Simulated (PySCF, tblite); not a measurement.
# C₆H₁₀OSi: geometry, infrared bands and NMR shifts

Aim: predict the infrared bands and NMR shifts of C₆H₁₀OSi (`C=C[SiH2]OC1=CCC1`).

Computed with tblite 0.8.0 and PySCF 2.14.0, with density-fitted response routines of our own, on a single molecule in the gas phase. Atoms are numbered from 0 throughout.

**1. The starting structure**

18 atoms, charge 0, multiplicity 1; geometry from: force field or distance geometry start.

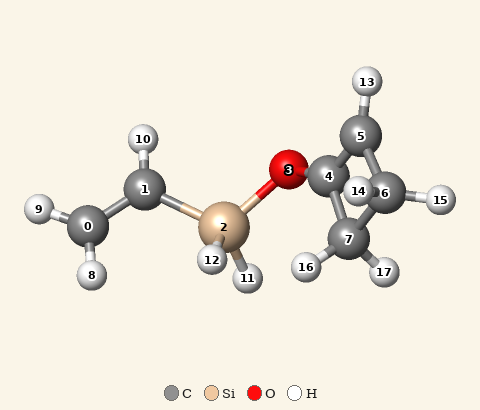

As it starts; carbon grey, silicon light orange, oxygen red, hydrogen white, atoms numbered.

**2. Optimising the geometry with GFN2-xTB**

What the job is given:

```
{"job": {"kind": "relax", "xc": "GFN2-xTB", "basis": "xTB"}, "charge": 0, "multiplicity": 1}
C      3.740500     0.704600    -0.071500
C      2.872200    -0.303600     0.142500
Si     1.320100    -0.261600    -0.827400
O      0.063300    -1.246300    -0.170000
C     -1.228700    -0.695600    -0.152000
C     -2.293100    -0.746400     0.624900
C     -3.069000     0.160400    -0.240800
C     -1.867800     0.223200    -1.124000
H      3.479000     1.475900    -0.787200
H      4.665700     0.785300     0.443100
H      3.095300    -1.102500     0.861200
H      1.575400    -0.734600    -2.192600
H      0.797100     1.137700    -0.860000
H     -2.523700    -1.247800     1.554000
H     -3.208900     1.131600     0.291500
H     -3.973300    -0.265300    -0.710300
H     -1.399900     1.227700    -1.190400
H     -2.053000    -0.236600    -2.132100
```

The run is started by

```console
$ OMP_NUM_THREADS=1 python probes_run.py task.json out
```

This one command runs all jobs of the session in turn.

**Question.** This job is followed by: GFN2-xTB harmonic vibrations, gas phase; GIAO PBE0/pcSseg-1 NMR shielding, non-relativistic, gas phase. Predict these results of the whole session: strongest single infrared mode (GFN2-xTB); zero-point energy (GFN2-xTB); 13C shifts against TMS (PBE0/pcSseg-1); 1H shifts against TMS (PBE0/pcSseg-1, means over atoms taken as alike); 29Si shifts against TMS (PBE0/pcSseg-1); 17O shifts against H2O (PBE0/pcSseg-1); surface potential, least and greatest.

The runs gave:

| quantity | value |
| --- | --- |
| strongest single infrared mode (GFN2-xTB) | 2192 cm⁻¹, 433 km/mol |
| zero-point energy (GFN2-xTB) | 86.6 kcal/mol |
| 13C shifts against TMS (PBE0/pcSseg-1) | 154.7, 143.5, 142.6, 109.5, 33.8, 20.7 ppm |
| 1H shifts against TMS (PBE0/pcSseg-1, means over atoms taken as alike) | 6.59, 6.55, 6.00, 5.33, 4.80, 2.74, 2.13 ppm |
| 29Si shifts against TMS (PBE0/pcSseg-1) | -34.1 ppm |
| 17O shifts against H2O (PBE0/pcSseg-1) | 116.2 ppm |
| surface potential, least and greatest | -0.96 V and 1.12 V |

What this shows: Relaxing lowered the energy by 0.692 eV in 130 steps; the close pair that moved most is Si2–O3, from 1.727 to 1.633 Å. No mode is imaginary among the 48: a minimum at this level. The strongest single mode, at 2192 cm⁻¹, moves mainly H12 and H11. Unscaled tight-binding wavenumbers are off by several per cent, some by more. Its intensities can rank the bands wrongly. The most deshielded hydrogen is H10 (hydrogen on an alkene CH), at 6.59 ppm: a vinylic proton, deshielded by the sp2 carbon and the C=C anisotropy. At PBE0/pcSseg-1: Shielding is most anisotropic at C0 (span 259 ppm, paramagnetic term -208 ppm). By nearest atom (PBE0/pcSseg-1), the HOMO sits on C5 38 %; C4 24 % and the LUMO on C0, C1 about 29 % each; H8, H9, H10 about 8 % each.
